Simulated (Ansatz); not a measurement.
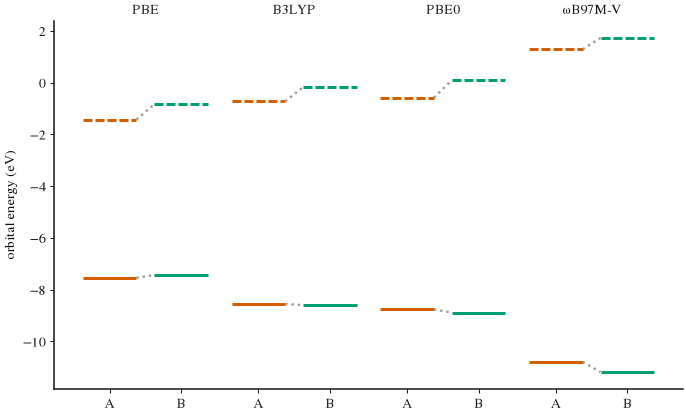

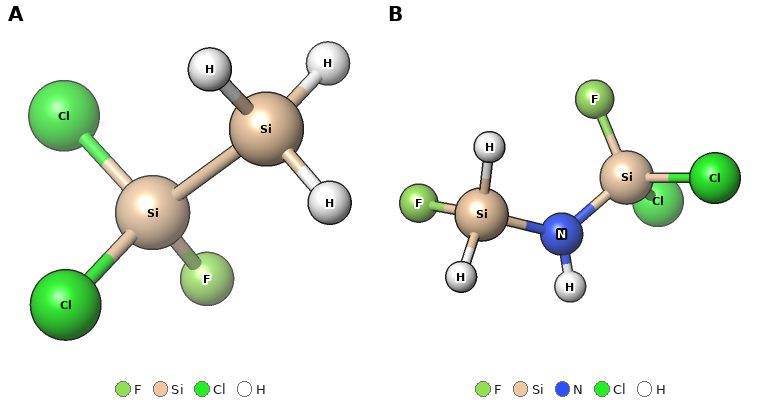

One change: A, Si₂H₃Cl₂F (SMILES F[Si]([SiH3])(Cl)Cl), becomes B, Si₂NH₃Cl₂F₂ (SMILES F[SiH2]N[Si](F)(Cl)Cl). SiH₃ on Si is replaced by SiNH₃F (bound through N). HOMO (solid) and LUMO (dashed) computed in def2-TZVPP at PBE0-D4/def2-TZVP geometries, both minima by their frequencies, gas phase, the Ansatz code 0.2.0. Empty levels above zero depend strongly on the basis.

**What does the change do to HOMO and LUMO?**

PBE: the HOMO rises by 0.11 eV, the LUMO rises by 0.59 eV, and the separation goes from 6.11 to 6.60 eV. B3LYP: the HOMO falls by 0.05 eV, the LUMO rises by 0.55 eV, and the separation goes from 7.83 to 8.42 eV. PBE0: the HOMO falls by 0.12 eV, the LUMO rises by 0.67 eV, and the separation goes from 8.19 to 8.98 eV. ωB97M-V: the HOMO falls by 0.39 eV, the LUMO rises by 0.44 eV, and the separation goes from 12.08 to 12.91 eV.

**Do the functionals agree on the effect?**

Not on every direction; the HOMO shift lies between −0.39 and 0.11 eV and the LUMO shift between 0.44 and 0.67 eV, while the separations themselves differ by up to 6.3 eV between functionals.

Known limits of this run: one conformer of each flexible molecule.
